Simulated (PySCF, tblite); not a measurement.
# C7H6N radical: geometry, infrared bands and EPR parameters

What infrared bands and EPR parameters should C7H6N radical (`[H]/[C]=C(/C#CC#N)CC`) show?

Computed with tblite 0.8.0 and PySCF 2.14.0, with density-fitted response routines of our own, on a single molecule in the gas phase. Atoms count from 0, in the outputs and in this text.

## Step 1: The starting structure

14 atoms, charge 0, multiplicity 2; geometry from: force field or distance geometry start.

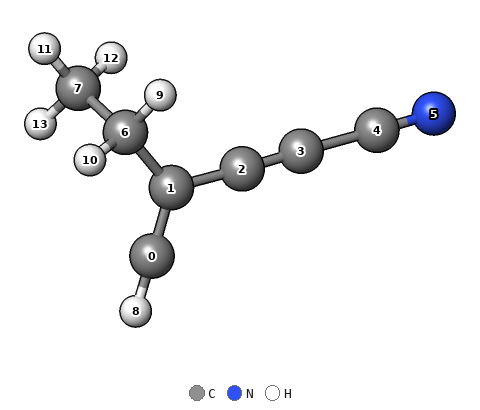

The starting geometry (carbon grey, nitrogen blue, hydrogen white), atoms numbered.

## Step 2: Geometry optimisation with GFN2-xTB

Job settings and geometry (Å):

```
{"job": {"kind": "relax", "xc": "GFN2-xTB", "basis": "xTB"}, "charge": 0, "multiplicity": 2}
C      0.744400    -1.910800     0.210200
C      0.308500    -0.671400     0.221700
C      1.275100     0.308100    -0.147400
C      2.064800     1.155200    -0.482100
C      3.091300     2.217300    -0.880800
N      3.858400     3.027400    -1.202700
C     -1.077700    -0.271600     0.637400
C     -2.012900    -0.171800    -0.547500
H      1.086500    -2.919300     0.195200
H     -1.054700     0.690100     1.164800
H     -1.484400    -1.001900     1.357200
H     -3.024400     0.111000    -0.217100
H     -1.677500     0.574500    -1.261000
H     -2.097800    -1.137300    -1.075000
```

Command:

```
$ OMP_NUM_THREADS=1 python probes_run.py task.json out
```

The driver reads the jobs from task.json and runs them one after another.

**Question.** This job is followed by: GFN2-xTB harmonic vibrations, gas phase; UKS B3LYP, pcH-1 on C H N, non-relativistic, mean-field spin-orbit, GIAO. What will the session give for the following? strongest single infrared mode (GFN2-xTB); zero-point energy (GFN2-xTB); g(iso) (B3LYP); ⟨S²⟩; largest a(iso) (averaged by class); surface potential, least and greatest.

The runs gave:

```
                                 quantity                  value
strongest single infrared mode (GFN2-xTB)  2348 cm⁻¹, 366 km/mol
             zero-point energy (GFN2-xTB)          63.7 kcal/mol
                           g(iso) (B3LYP)                2.00217
                                     ⟨S²⟩     0.764 (exact 0.75)
       largest a(iso) (averaged by class)   13C on C0, 329.0 MHz
    surface potential, least and greatest     -1.68 V and 1.61 V
```

**Reading.** The optimisation took 124 steps and gained 0.698 eV; among the close pairs (by a distance rule), C3–C4 changed most, from 1.530 to 1.359 Å. All 36 modes are real, so the xTB geometry is a minimum. The strongest single mode, at 2348 cm⁻¹, moves mainly C4 and N5. GFN2-xTB is a fitted tight-binding method: band positions and strengths are rough. Its intensities can rank the bands wrongly. Most of the unpaired spin sits on C0 (1.08 e). The isotropic g lies 0.2 ppt below the free-electron value.
